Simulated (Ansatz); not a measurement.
# B2PLYP/def2-SVP (core potential) run of InN2H5 (SMILES [NH2][InH][NH2])

Aim: the electronic atomisation energy of InN2H5 at B2PLYP/def2-SVP (core potential), from 4 runs. 

The calculation is run with Ansatz 0.2.0.

53 further runs of the same task are left out: 53 set aside as unsound or not needed.

## 1. The molecule

The species is InN2H5 (8 atoms), meant as a singlet with charge 0. SMILES: `[NH2][InH][NH2]`. The coordinates come from a PBE0-D4/def2-TZVP relaxation.

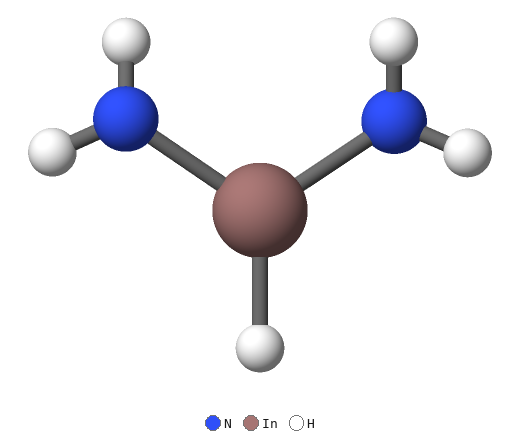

The structure, seen from a chosen angle (nitrogen blue, indium brown, hydrogen white).

## 2. A single-point energy at B2PLYP/def2-SVP (core potential)

Contents of input.yaml:

```yaml
crystal:
  periodic: [false, false, false]
  atoms:
    - symbol: N
      position_ang: [-0.969700, 0.858000, -1.127000]
    - symbol: In
      position_ang: [0.248000, 0.564800, 0.455500]
    - symbol: "N"
      position_ang: [0.742700, -1.375200, 0.709600]
    - symbol: H
      position_ang: [-1.482100, 0.076800, -1.506600]
    - symbol: H
      position_ang: [-1.538200, 1.689200, -1.171800]
    - symbol: H
      position_ang: [0.799000, 1.819200, 1.467500]
    - symbol: H
      position_ang: [1.570900, -1.614700, 1.231800]
    - symbol: H
      position_ang: [0.629500, -2.018100, -0.059000]
basis:
  gaussian:
    orbitals: def2-SVP
accuracy: high
correlation:
  frozen_orbitals: {H: 0, In: 4, "N": 1}
hamiltonian:
  xc: {name: B2PLYP}
output: {orbitals: {seedname: orbitals}}
```

Launch:

```sh
$ ansatz run input.yaml --threads 1 --pin off --max-ram 3480MiB --events-out events.jsonl --progress --plain --runs-dir runs
```

Log:

```text
Warning: RAYON_NUM_THREADS=1 ignored (pool sized by the plan → 1); use --threads N
Functional definition: B2PLYP
  name "B2PLYP"
  parameter a = 0.53
  parameter c = 0.27
  exchange = (1 - a)*b88_x + a*exact_x
  correlation = (1 - c)*lyp_c + c*(mp2_os + mp2_ss)
1942 factors; integrals over basis functions are off by at most 3.4e-9 eV
mean field evaluation 1: about -8208.9222 eV, gradient 6.5e1 eV
mean field evaluation 2: about -8209.1797 eV, gradient 6.4e1 eV
mean field evaluation 4: about -8217.8029 eV, gradient 4.0e0 eV
mean field evaluation 8: about -8217.8737 eV, gradient 1.6e-1 eV
mean field evaluation 16: about -8217.8737 eV, gradient 4.5e-5 eV
mean field -8217.87373699 eV, -302.0012895594 hartree, gradient 1.1e-8 eV, S^2 0.000000; 0 other end points of the search recorded, 0 dependent functions left out
6 core orbitals not correlated: weight in the atoms' cores, before any rotation towards them, 1.000 or more for the frozen orbitals, at most 0.000 for the correlated occupied ones
reference -8217.87376280 eV, -302.0012905081 hartree; 14, 14 occupied and 59, 59 virtual orbitals, 1942 factors
second order -15.03368399 eV of doubles, -0.00000000 eV of singles
Total energy: -8221.93285748 eV, -302.1504594861 hartree
```

Wall time 12 s (1 thread of Intel Xeon Platinum 8259CL at 2.50GHz (Skylake/Cascade Lake), shared host); peak memory 0.28 GiB.

## 3. The H atom at the same level

Contents of job.yaml:

```yaml
crystal:
  periodic: [false, false, false]
  atoms:
    - {symbol: H, position_ang: [0.000000, 0.000000, 0.000000]}
basis:
  gaussian:
    orbitals: def2-SVP
magnetization:
  spin_polarized: true
  initial_magnetization: 1
hamiltonian:
  xc: {name: B2PLYP}
correlation:
  frozen_orbitals: {H: 0}
accuracy: high
```

Run the same way, it converges to -0.49793 Eh (log not shown).

## 4. The In atom, same level

Contents of input.yaml:

```yaml
crystal:
  periodic: [false, false, false]
  atoms:
    - {symbol: In, position_ang: [0.000000, 0.000000, 0.000000]}
basis:
  gaussian:
    orbitals: def2-SVP
magnetization:
  spin_polarized: true
  initial_magnetization: 1
hamiltonian:
  xc: {name: B2PLYP}
correlation:
  frozen_orbitals: {In: 4}
accuracy: high
```

Run the same way, it converges to -189.83627 Eh (log not shown).

## 5. The N atom

Contents of molecule.yaml:

```yaml
crystal:
  periodic: [false, false, false]
  atoms:
    - {symbol: N, position_ang: [0.000000, 0.000000, 0.000000]}
basis:
  gaussian:
    orbitals: def2-SVP
magnetization:
  spin_polarized: true
  initial_magnetization: 3
hamiltonian:
  xc: {name: B2PLYP}
correlation:
  frozen_orbitals: {"N": 1}
accuracy: high
```

Launch:

```sh
$ ansatz run molecule.yaml --threads 1 --pin off --max-ram 3480MiB --events-out events.jsonl --progress --plain --runs-dir runs
```

Log, cut to the lines that bear on the results:

```text
Warning: RAYON_NUM_THREADS=1 ignored (pool sized by the plan → 1); use --threads N
[... 6 set-up lines as earlier in the session ...]
95 factors; integrals over basis functions are off by at most 1.2e-9 eV
mean field evaluation 1: about -1482.2547 eV, gradient 2.7e0 eV
mean field evaluation 2: about -1482.2553 eV, gradient 2.7e0 eV
mean field evaluation 4: about -1482.2948 eV, gradient 1.6e-1 eV
mean field evaluation 8: about -1482.2949 eV, gradient 1.2e-5 eV
mean field -1482.29494376 eV, -54.4733344477 hartree, gradient 5.0e-8 eV, S^2 3.754065; 0 other end points of the search recorded, 0 dependent functions left out
1 core orbitals not correlated: weight in the atoms' cores, before any rotation towards them, 1.000 or more for the frozen orbitals, at most 0.000 for the correlated occupied ones
reference -1482.29495402 eV, -54.4733348245 hartree; 4, 1 occupied and 9, 12 virtual orbitals, 95 factors
second order -2.22706976 eV of doubles, -0.00000000 eV of singles
Total energy: -1482.89626285 eV, -54.4954325167 hartree
```

It took 0.57 s on 1 thread of Intel Xeon Platinum 8259CL at 2.50GHz (Skylake/Cascade Lake), shared host.

## 6. Results

Level: B2PLYP/def2-SVP (core potential), 6 core orbitals frozen.

```
                                     quantity          value
                       molecule: total energy  -302.15046 Eh
  molecule: HOMO energy (SCF part's orbitals)       -7.67 eV
  molecule: LUMO energy (SCF part's orbitals)        0.64 eV
molecule: HOMO–LUMO gap (SCF part's orbitals)        8.31 eV
                         H atom: total energy    -0.49793 Eh
                                 H atom: ⟨S²⟩          0.750
                        In atom: total energy  -189.83627 Eh
                                In atom: ⟨S²⟩          0.753
                         N atom: total energy   -54.49543 Eh
                                 N atom: ⟨S²⟩          3.754
                electronic atomisation energy      22.686 eV
```

**Reading.** Taking the molecule apart into free atoms costs 22.69 eV (2189 kJ/mol), before zero-point energy and without spin-orbit coupling.
